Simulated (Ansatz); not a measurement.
**BePd (Pm-3m): from the cell to its phonons**

Aim: the vibrations of BePd (Pm-3m), their spectra, and whether the structure is stable.

Program: Ansatz 0.2.0. Level of theory: DFT PBEsol, scalar-relativistic, plane waves, PAW; PAW set soft_1. Results are calculated unless marked as measured.

### 1. The structure

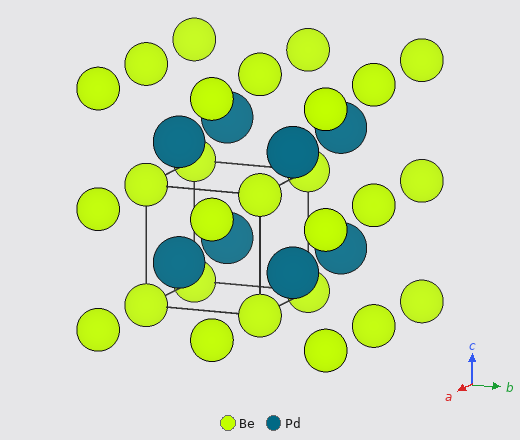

The starting structure, seen slightly off an axis (beryllium green, palladium blue). 2×2×2 cells are drawn. Some periodic images of atoms are drawn too.

### 2. Bringing the structure to rest

Harmonic phonons are second derivatives at a point where the forces vanish, and they are wanted at zero stress, so atoms and cell are relaxed first.

input.yaml reads:

```yaml
crystal:
  lattice:
    - [2.813, 0.0, 0.0]
    - [0.0, 2.813, 0.0]
    - [0.0, 0.0, 2.813]
  atoms:
    - { symbol: Be, position: [0.0, 0.0, 0.0] }
    - { symbol: Pd, position: [0.5, 0.5, 0.5] }
kpoints:
  mp_grid: { grid: [14, 14, 14] }
hamiltonian:
  xc: pbesol
  pseudopotentials: { kind: paw, azcp: { folder: soft_1 }, xc_functional: pbe }
scf:
  occupations: { method: gaussian, width: 0.1 }
output:
  forces: true
  stress: true
  eigenvalues: true
relax:
  adjacent_minimum: "off"
  f_tol: 0.005
  max_steps: 80
  cell: { stress_tol: 0.05 }
```

Command:

```
$ ansatz run input.yaml --threads 4 --pin off --max-ram 10240MiB --backend cpu --events-out ev --progress --plain --runs-dir out
```

Numbers of over 12 decimals in the logs are rounded to 6 here.

What it wrote:

```text
Engine: ansatz 0.2.0, x86_64-unknown-linux-gnu
Pseudopotentials: kind: paw
Pseudopotential: Be, paw, valence charge 2, recommended cutoff 420 eV (normal), soft_1/Be.paw.azcp
Pseudopotential: Pd, paw, valence charge 18, recommended cutoff 420 eV (normal), soft_1/Pd.paw.azcp
Functional definition: PBEsol
  exchange = pbesol_x
  correlation = pbesol_c
Crystal: 2 atoms, lattice volume = 22.259 Å³
Basis set: ecut = 420 eV, 461 PW (Γ), exchange–correlation on 40×40×40 points (8 copies of the dense FFT grid, shifted against one another)
Bands: 14, of which v1, the nominal top of the filled ones, is band 10 counted from 1 (9 counted from 0)
Symmetry: 48 space group operations
Space group: Pm-3m (ITA 221), of the structure as read, at distance tolerance 2.8e-5 Å
k-points: 120 of 2744
Non-local potential: Be, projectors of the file, l = 0: 2, l = 1: 2, l = 2: 1
Non-local potential: Pd, projectors of the file, l = 0: 2, l = 1: 2, l = 2: 2, l = 3: 1
PAW form: soft (Blöchl's): semilocal exchange-correlation on the pseudo side does not see the compensation charge
PAW frozen core: Be, regenerated for the run's functional, and the local potential with it (the file was generated under x = pbe(κ = 0.804, μ = 0.219515), c = pbe(β = 0.066725))
PAW frozen core: Pd, regenerated for the run's functional, and the local potential with it (the file was generated under x = pbe(κ = 0.804, μ = 0.219515), c = pbe(β = 0.066725))
PAW one-centre angular grid: Be, 110 points (default); XC on 64 Gauss nodes
PAW one-centre angular grid: Pd, 590 points (default); XC on 64 Gauss nodes
Initial density: superposition of atomic densities (chi_scale 0.1, normalization cell, long waves kept (reshape's long-wave potential 0.00 eV rms))
Initial wavefunctions: pseudopotential atomic-orbital guess
Functional: x = pbesol(κ = 0.804, μ = 0.123457), c = pbesol(β = 0.046)
SCF iter   1: F=—  HF=-7001.866899 eV  |F-HF|=—  |Δ(HF+E_count)|=         —  Δρ=2.40e-1  dr2=1.70e1  ethr=3.10e-3  ⟨swp⟩=5.1  Hψ=8889  notcnv=0
preconditioner: auto → none  [metal: Δε(μ)=0.023 eV  Ē_g=9.588 eV  σ=0.100 eV  W_gap=0.13  n_scr=6 (ndim 8)  ℏωp=27.3 eV  f_vac=0.000  D(μ)=0.57/eV (n_scr^D=0)  sad-step TF]
SCF iter   2: F=—  HF=-6999.750351 eV  |F-HF|=—  |Δ(HF+E_count)|=    2.12e0  Δρ=1.47e-1  dr2=6.72e0  ethr=3.10e-3  ⟨swp⟩=2.5  Hψ=3879  notcnv=0  defer=10
SCF iter   3: F=—  HF=-6998.312633 eV  |F-HF|=—  |Δ(HF+E_count)|=    1.44e0  Δρ=1.34e-2  dr2=5.53e-2  ethr=3.10e-3  ⟨swp⟩=3.0  Hψ=3466  notcnv=0  defer=10
SCF iter   4: F=—  HF=-6998.301889 eV  |F-HF|=—  |Δ(HF+E_count)|=   1.07e-2  Δρ=1.77e-3  dr2=5.23e-4  ethr=2.77e-4  ⟨swp⟩=1.9  Hψ=2848  notcnv=0  defer=14
SCF iter   5: F=—  HF=-6998.301832 eV  |F-HF|=—  |Δ(HF+E_count)|=   5.63e-5  Δρ=1.31e-4  dr2=3.93e-6  ethr=2.61e-6  ⟨swp⟩=2.1  Hψ=2238  notcnv=0  defer=14
SCF iter   6: F=—  HF=-6998.301856 eV  |F-HF|=—  |Δ(HF+E_count)|=   2.39e-5  Δρ=4.52e-6  dr2=1.19e-9  ethr=5.00e-10  ⟨swp⟩=6.0  Hψ=8226  notcnv=0
SCF iter   7: F=-6998.301856 eV  HF=-6998.301856 eV  |F-HF|=3.73e-11  |Δ(HF+E_count)|=  1.01e-10  Δρ=5.04e-7  dr2=5.98e-11  ethr=5.95e-12  ⟨swp⟩=1.0  Hψ=4996  notcnv=0
SCF 1 converged in 7 iterations: F = -6998.301856 eV  dr2 = 5.98e-11
  greatest PAW one-centre occupation: 0.999 electrons in one spin orbital (limit 2), on the Pd atom at site 1 (counted from 0), in its partial waves of l = 0
relax step   1: F+E_penalty+E_count = -6998.30185630 eV  Δ(F+E_penalty+E_count) = +0.000e0 eV  max|allowed force component| = 1.500e-29 eV/Å  Δτ_max = 0.0000 Å  P = -3.082 GPa  Ω = 22.259 Å³  (7 SCF iters, dr2 threshold 1.00e-7 eV, accepted)
Crystal: 2 atoms, lattice volume = 21.822 Å³
Basis set: ecut = 420 eV, 437 PW (Γ), exchange–correlation on 40×40×40 points (8 copies of the dense FFT grid, shifted against one another)
Initial density: handed on by an earlier stage of this run
Initial wavefunctions: those handed on with the density
iter 1 solved again at ethr=4.37e-5 eV; its pass at ethr=3.10e-3 eV (dr2=8.75e-3 eV) is discarded
SCF iter   1: F=—  HF=-6998.307432 eV  |F-HF|=—  |Δ(HF+E_count)|=         —  Δρ=5.01e-3  dr2=8.33e-3  ethr=4.37e-5  ⟨swp⟩=1.0  Hψ=10576  notcnv=0
preconditioner: auto → none  [metal: Δε(μ)=0.006 eV  Ē_g=10.961 eV  σ=0.100 eV  W_gap=0.03  n_scr=6 (ndim 8)  ℏωp=27.5 eV  f_vac=0.000  D(μ)=0.88/eV (n_scr^D=6)]
SCF iter   2: F=—  HF=-6998.305570 eV  |F-HF|=—  |Δ(HF+E_count)|=   1.86e-3  Δρ=1.35e-3  dr2=4.92e-4  ethr=4.16e-5  ⟨swp⟩=1.1  Hψ=1708  notcnv=0
SCF iter   3: F=—  HF=-6998.305415 eV  |F-HF|=—  |Δ(HF+E_count)|=   1.55e-4  Δρ=2.85e-4  dr2=2.11e-5  ethr=2.46e-6  ⟨swp⟩=1.9  Hψ=1988  notcnv=0
SCF iter   4: F=—  HF=-6998.305429 eV  |F-HF|=—  |Δ(HF+E_count)|=   1.34e-5  Δρ=4.02e-5  dr2=1.18e-7  ethr=1.05e-7  ⟨swp⟩=2.1  Hψ=2099  notcnv=0
iter 5 did not close the SCF: its close was put off for the readings that it lacked (scf_convergence_deferred on its scf_iter line)
SCF iter   5: F=-6998.305429 eV  HF=-6998.305429 eV  |F-HF|=7.09e-10  |Δ(HF+E_count)|=   3.76e-8  Δρ=2.59e-6  dr2=9.56e-10  ethr=5.88e-10  ⟨swp⟩=1.7  Hψ=1952  notcnv=0
SCF iter   6: F=-6998.305429 eV  HF=-6998.305429 eV  |F-HF|=9.09e-13  |Δ(HF+E_count)|=  9.46e-11  Δρ=1.75e-7  dr2=1.63e-12  ethr=4.78e-12  ⟨swp⟩=1.0  Hψ=4917  notcnv=0
SCF 2 converged in 6 iterations: F = -6998.305429 eV  dr2 = 1.63e-12
relax step   2: F+E_penalty+E_count = -6998.30542868 eV  Δ(F+E_penalty+E_count) = -3.572e-3 eV  max|allowed force component| = 2.662e-30 eV/Å  Δτ_max = 0.0000 Å  P = +0.596 GPa  Ω = 21.822 Å³  energy of the carried Pulay correction = +8.505e-5 eV  (6 SCF iters, dr2 threshold 2.00e-7 eV, accepted)
Crystal: 2 atoms, lattice volume = 21.891 Å³
iter 1 solved again at ethr=1.01e-6 eV; its pass at ethr=3.10e-3 eV (dr2=2.03e-4 eV) is discarded
SCF iter   1: F=—  HF=-6998.305572 eV  |F-HF|=—  |Δ(HF+E_count)|=         —  Δρ=8.04e-4  dr2=2.16e-4  ethr=1.01e-6  ⟨swp⟩=1.0  Hψ=8958  notcnv=0
preconditioner: auto → none  [metal: Δε(μ)=0.038 eV  Ē_g=10.990 eV  σ=0.100 eV  W_gap=0.21  n_scr=6 (ndim 8)  ℏωp=27.5 eV  f_vac=0.000  D(μ)=0.91/eV (n_scr^D=6)]
SCF iter   2: F=—  HF=-6998.305526 eV  |F-HF|=—  |Δ(HF+E_count)|=   4.61e-5  Δρ=2.18e-4  dr2=1.32e-5  ethr=1.01e-6  ⟨swp⟩=1.2  Hψ=1753  notcnv=0
SCF iter   3: F=—  HF=-6998.305541 eV  |F-HF|=—  |Δ(HF+E_count)|=   1.44e-5  Δρ=4.52e-5  dr2=5.39e-7  ethr=6.60e-8  ⟨swp⟩=1.8  Hψ=1988  notcnv=0
iter 4 did not close the SCF: its close was put off for the readings that it lacked (scf_convergence_deferred on its scf_iter line)
SCF iter   4: F=-6998.305540 eV  HF=-6998.305540 eV  |F-HF|=5.78e-10  |Δ(HF+E_count)|=   1.19e-7  Δρ=6.36e-6  dr2=3.00e-9  ethr=2.69e-9  ⟨swp⟩=2.0  Hψ=2056  notcnv=0
iter 5 did not close the SCF: its close was put off for the readings that it lacked (scf_convergence_deferred on its scf_iter line)
SCF iter   5: F=-6998.305540 eV  HF=-6998.305540 eV  |F-HF|=2.09e-11  |Δ(HF+E_count)|=  9.68e-10  Δρ=4.38e-7  dr2=2.83e-11  ethr=1.50e-11  ⟨swp⟩=1.7  Hψ=2009  notcnv=0
SCF iter   6: F=-6998.305540 eV  HF=-6998.305540 eV  |F-HF|=0.00e0  |Δ(HF+E_count)|=  3.64e-12  Δρ=2.72e-8  dr2=4.86e-14  ethr=1.00e-12  ⟨swp⟩=1.0  Hψ=3840  notcnv=0
SCF 3 converged in 6 iterations: F = -6998.305540 eV  dr2 = 4.86e-14
relax step   3: F+E_penalty+E_count = -6998.30554046 eV  Δ(F+E_penalty+E_count) = -1.118e-4 eV  max|allowed force component| = 6.409e-30 eV/Å  Δτ_max = 0.0000 Å  P = -0.018 GPa  Ω = 21.891 Å³  energy of the carried Pulay correction = +7.138e-5 eV  (6 SCF iters, dr2 threshold 2.00e-7 eV, accepted)
Initial wavefunctions: pseudopotential atomic-orbital guess (no wavefunctions were taken with the density)
iter 1 solved again at ethr=3.33e-8 eV; its pass at ethr=3.10e-3 eV (dr2=6.67e-6 eV) is discarded
SCF iter   1: F=—  HF=-6998.305444 eV  |F-HF|=—  |Δ(HF+E_count)|=         —  Δρ=2.51e-5  dr2=2.56e-8  ethr=3.33e-8  ⟨swp⟩=2.4  Hψ=13082  notcnv=0
preconditioner: auto → none  [metal: Δε(μ)=0.038 eV  Ē_g=10.983 eV  σ=0.100 eV  W_gap=0.20  n_scr=6 (ndim 8)  ℏωp=27.5 eV  f_vac=0.000  D(μ)=0.90/eV (n_scr^D=6)]
SCF iter   2: F=—  HF=-6998.305464 eV  |F-HF|=—  |Δ(HF+E_count)|=   1.99e-5  Δρ=1.10e-5  dr2=4.23e-9  ethr=1.28e-10  ⟨swp⟩=2.0  Hψ=2747  notcnv=0
SCF iter   3: F=—  HF=-6998.305464 eV  |F-HF|=—  |Δ(HF+E_count)|=   3.89e-9  Δρ=1.90e-6  dr2=1.11e-10  ethr=2.11e-11  ⟨swp⟩=2.0  Hψ=2883  notcnv=0
iter 4 did not close the SCF: its close was put off for the readings that it lacked (scf_convergence_deferred on its scf_iter line)
SCF iter   4: F=-6998.305464 eV  HF=-6998.305464 eV  |F-HF|=3.64e-12  |Δ(HF+E_count)|=  1.98e-10  Δρ=2.02e-7  dr2=1.92e-12  ethr=1.00e-12  ⟨swp⟩=2.0  Hψ=2569  notcnv=0
iter 5 did not close the SCF: its close was put off for the readings that it lacked (scf_convergence_deferred on its scf_iter line)
SCF iter   5: F=-6998.305464 eV  HF=-6998.305464 eV  |F-HF|=9.09e-13  |Δ(HF+E_count)|=  2.73e-12  Δρ=1.40e-8  dr2=4.20e-14  ethr=1.00e-12  ⟨swp⟩=1.0  Hψ=1680  notcnv=0
iter 6 did not close the SCF: its close was put off for the readings that it lacked (scf_convergence_deferred on its scf_iter line)
SCF iter   6: F=-6998.305464 eV  HF=-6998.305464 eV  |F-HF|=1.82e-12  |Δ(HF+E_count)|=  9.09e-13  Δρ=2.44e-9  dr2=1.11e-15  ethr=1.00e-12  ⟨swp⟩=1.0  Hψ=1680  notcnv=0
iter 7 did not close the SCF: its close was put off for the readings that it lacked (scf_convergence_deferred on its scf_iter line)
SCF iter   7: F=-6998.305464 eV  HF=-6998.305464 eV  |F-HF|=9.09e-13  |Δ(HF+E_count)|=  1.82e-12  Δρ=2.35e-10  dr2=6.37e-18  ethr=1.00e-12  ⟨swp⟩=1.0  Hψ=1680  notcnv=0
SCF iter   8: F=-6998.305464 eV  HF=-6998.305464 eV  |F-HF|=1.82e-12  |Δ(HF+E_count)|=    0.00e0  Δρ=5.40e-11  dr2=5.13e-19  ethr=1.00e-12  ⟨swp⟩=1.0  Hψ=3840  notcnv=0
SCF 4 converged in 8 iterations: F = -6998.305464 eV  dr2 = 5.13e-19
relax step   4: F+E_penalty+E_count = -6998.30546429 eV  Δ(F+E_penalty+E_count) = +7.617e-5 eV  max|allowed force component| = 9.992e-30 eV/Å  Δτ_max = 0.0000 Å  P = -0.013 GPa  Ω = 21.891 Å³  stress off target by 1.27e-2 GPa  SCF on the basis re-selected at this cell (its energy is not comparable with the rows above)  (8 SCF iters)
basis re-selected at this cell: Δ(F+E_penalty+E_count) = +7.617e-5 eV, ΔP = +0.005 GPa vs the last step (what re-selecting the basis moved, of the pressure what is left beyond the Pulay correction that the steps carried, after the strain that the cell walked since its last selection, with what the two solves' SCF thresholds leave and, on support functions, any second-order correction that the steps lacked; it is no m [...]
SCF converged after 8 iterations
Free energy (F): -6998.305464 eV
Harris-Foulkes:  -6998.305464 eV  (|F-HF|=1.82e-12)
Internal energy: -6998.300943 eV  (E = F + TS)
E sigma→0 (E₀):  -6998.303204 eV
Entropy (-TS):   -0.004522 eV (-2.261 meV/atom)
Fermi energy:    17.043492 eV
--- Per-component energies (eV) ---
  E_band       = -188.627133
  E_kinetic    = 469.122894
  E_local      = -2268.584408  (includes V_loc(G=0)·N_el)
  E_nonlocal   = 374.724327
  E_hartree    = 929.961962
  E_xc         = -159.176397
  E_vxc        = -197.189739  (∫ρ·V_xc dr)
  E_paw        = -3800.852854  (= ΣΔE_a)
  E_vpaw       = -426.624350  (= ΣTr[D̂ρ^β])
  E_aug_tail   = 0.000218  (compensation charges beyond the density's cutoff)
  E_ewald      = -2543.808742
  E_core_change = 0.312057  (= ΣΔE_core)
  E_smearing   = -0.004522  (= −TS)
  E_closure    = 0.000000  (closes the sum)
  Σ components = -6998.305464   (vs F -6998.305464, Δ=0.00e0)
--- Forces (eV/Å), atoms counted from 1 ---
  atom   1  Be    -0.00000000    -0.00000000    -0.00000000
  atom   2  Pd     0.00000000     0.00000000    -0.00000000
  max |Σ_I F_I| component: 1.79e-29 eV/Å
--- Stress (GPa, compression-positive) ---
       -0.012709       0.000000       0.000000
        0.000000      -0.012709      -0.000000
       -0.000000      -0.000000      -0.012709
  P = ⅓ Tr σ = -0.0127 GPa (-0.127 kbar)
--- Band table (eV; the first three rows and the last of 120) ---
  k-point 0: bands = [... 6 lower, 11.3106, 14.6818, 14.6818, 14.6818, 22.4405, 22.4405, 22.4405, 31.4076]
  k-point 1: bands = [... 6 lower, 11.3635, 14.5801, 14.5801, 14.6890, 22.0569, 22.6325, 22.6325, 31.2299]
  k-point 2: bands = [... 6 lower, 11.5138, 14.3132, 14.3132, 14.7090, 21.1154, 23.1706, 23.1706, 30.7536]
  k-point 119: bands = [... 6 lower, 10.5061, 15.8221, 15.8221, 21.8625, 22.6483, 22.6483, 22.6483, 23.8740]
--- Relaxed structure (3 steps of the walk, 3 accepted, 1 SCFs on fresh bases) ---
  F+E_penalty+E_count = -6998.30546429 eV   max|allowed force component| = 9.992e-30 eV/Å   (the final SCF, on the basis selected at the relaxed cell)
  cell:  # Å, volume = 21.8915 Å³
    - [2.797423, 0, 0]
    - [0, 2.797423, 0.0]
    - [0, 0.0, 2.797423]
  atoms:
    - { symbol: Be, position: [0, 0, 0] }
    - { symbol: Pd, position: [0.500000, 0.500000, 0.500000] }
```

It took 2.3 s on 4 threads of Intel Xeon Platinum 8375C at 2.90GHz (Ice Lake), shared host; peak memory 0.57 GiB.

Relaxation path:

| step | energy less that of the first step (eV) | largest force component (eV/Å) | pressure (GPa) | volume (Å³) |
| --- | --- | --- | --- | --- |
| 1 | 0.0000 | 0.0000 | -3.08 | 22.26 |
| 2 | -0.0036 | 0.0000 | 0.60 | 21.82 |
| 3 | -0.0037 | 0.0000 | -0.02 | 21.89 |
| 4* | -0.0036 | 0.0000 | -0.01 | 21.89 |

Relaxation steps marked * repeat the geometry before them on a plane-wave basis chosen anew for their cell, so energy and pressure can jump there.

Forces are held to the 48 operations that the run works with; a distortion that breaks them can't arise in this run.

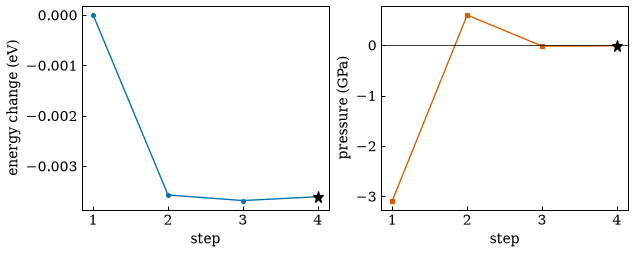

Energy and pressure along the relaxation. Stars mark steps on a basis chosen anew.

| conventional cell, symmetrised | before | after | change |
| --- | --- | --- | --- |
| a (Å) | 2.813 | 2.797 | -0.6 % |
| b (Å) | 2.813 | 2.797 | -0.6 % |
| c (Å) | 2.813 | 2.797 | -0.6 % |
| volume (Å³/atom) | 11.13 | 10.95 | -1.7 % |

Final coordinates:

```xyz
2
Lattice="2.7974 0.0000 0.0000 0.0000 2.7974 0.0000 0.0000 0.0000 2.7974" Properties=species:S:1:pos:R:3 pbc="T T T"
Be    0.0000    0.0000    0.0000
Pd    1.3987    1.3987    1.3987
```

Numbers from this step:

- pressure: -0.01271 GPa
- volume per atom: 10.95 Å³
- gap on the k-mesh: 0 eV

In this step the volume went from 11.13 to 10.95 Å³/atom.

### 3. Tight relaxation

Phonons need a cell at rest on their own settings, so the relaxation is repeated with tight tolerances on forces and stress, using the mesh and the filling of the phonon run that follows.

input.yaml, the sections that differ from step 2:

```yaml
crystal:
  lattice:
    - [2.7974234134, 0.0, 0.0]
    - [0.0, 2.7974234134, 0.0]
    - [0.0, 0.0, 2.7974234134]
  atoms:
    - { symbol: Be, position: [0.0, 0.0, 0.0] }
    - { symbol: Pd, position: [0.5, 0.5, 0.5] }
kpoints:
  mp_grid: { grid: [16, 16, 16] }
scf:
  occupations: { method: methfessel_paxton, width: 0.2 }
relax:
  adjacent_minimum: "off"
  f_tol: 0.001
  max_steps: 60
  cell: { stress_tol: 0.01 }
# hamiltonian, output: as in step 2
```

What it wrote:

```text
[...]
Crystal: 2 atoms, lattice volume = 21.891 Å³
Basis set: ecut = 420 eV, 437 PW (Γ), exchange–correlation on 40×40×40 points (8 copies of the dense FFT grid, shifted against one another)
Bands: 14, of which v1, the nominal top of the filled ones, is band 10 counted from 1 (9 counted from 0)
Symmetry: 48 space group operations
[...]
k-points: 165 of 4096
[...]
k-point 164: bands = [... 6 lower, 10.5070, 15.8245, 15.8245, 21.8620, 22.6487, 22.6487, 22.6487, 23.8745]
--- Relaxed structure (1 steps of the walk, 1 accepted, 1 SCFs on fresh bases) ---
[...]
cell:  # Å, volume = 21.8915 Å³
    - [2.7974234134, 0.0, 0.0]
    - [0.0, 2.7974234134, 0.0]
    - [0.0, 0.0, 2.7974234134]
  atoms:
    - { symbol: Be, position: [0.0, 0.0, 0.0] }
    - { symbol: Pd, position: [0.5, 0.5, 0.5] }
[key lines of the parts left out:]
SCF converged after 5 iterations
Free energy (F): -6998.303139 eV
Fermi energy:    17.061647 eV
P = ⅓ Tr σ = 0.0086 GPa (0.086 kbar)
```

It took 1.6 s on 4 threads; peak memory 0.6 GiB.

Little changed from the start: no atom moved by 0.005 Å and no cell edge by 0.1 %.

Numbers from this step:

```yaml
pressure: 0.008634 GPa
```

The forces vanish by symmetry and the pressure is 0.009 GPa, within the tolerances set. The cell now holds 10.95 Å³/atom.

[end of part 1 of 2]

[Logs are printed without paths, hosts, clocks, repeated set-up lines and the standing remarks that a program may print on its own settings, such as how far it seeks lower states.]

[Hosts, paths, dates, database ids (printed as entryN), source tags and the programs' standing remarks are cut or masked in the printed files.]
